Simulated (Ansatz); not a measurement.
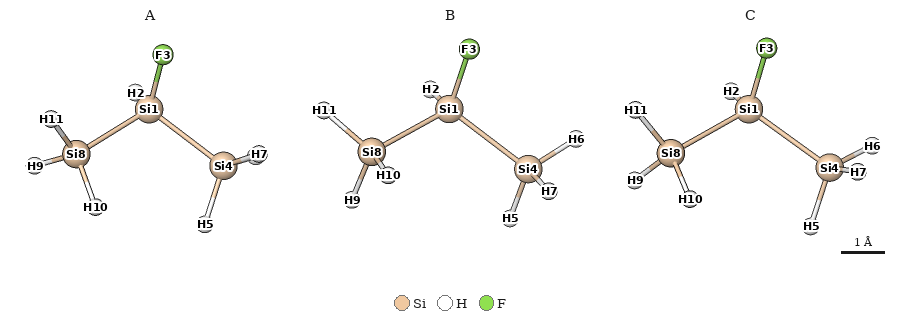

3 geometries from one relaxation of Si3H7F, in shuffled order. Style: ball-and-stick. Shown at a tilt.

The run prepares the start of a later molecular dynamics calculation, from a guessed geometry.

Method: Ansatz 0.2.0, RKS PBE-D4/6-31G. Set-up: no spin polarisation; force threshold 0.02 eV/Å; at most 40 steps.

**Put them in the order of the run, from the start to the converged end.**

A, C, B. They are steps 0, 5, 15, at +21.5 kcal/mol, +0.80 kcal/mol relative to the last. After 15 geometry steps the energy has fallen by 21.5 kcal/mol. Largest force component: 4.9 eV/Å at the start, 0.011 eV/Å at the end. The forces were under the threshold at step 7, but the run went on from there. H10 moves most after the best rigid fit: 1.25 Å. Largest moves by element: H 1.25 Å, Si 0.25 Å, F 0.20 Å. Some distances before and after: Si1–Si4 2.218 → 2.369 Å, Si1–F3 1.590 → 1.737 Å, Si1–H2 1.460 → 1.523 Å, Si4–H6 1.460 → 1.512 Å. Bond angles that change, for instance: Si4–Si1–Si8 109.5° → 114.0°, H2–Si1–F3 109.5° → 106.8°, Si1–Si8–H9 109.5° → 107.4°. Groups turn about Si1–Si8 by about 45°, Si1–Si4 by about 40°. The run took 38 s on 1 thread of AMD EPYC 7B13 (Zen 3) (shared host), peak memory 0.14 GiB.

Limits of the set-up: the basis has no polarisation functions, which atoms past neon need.
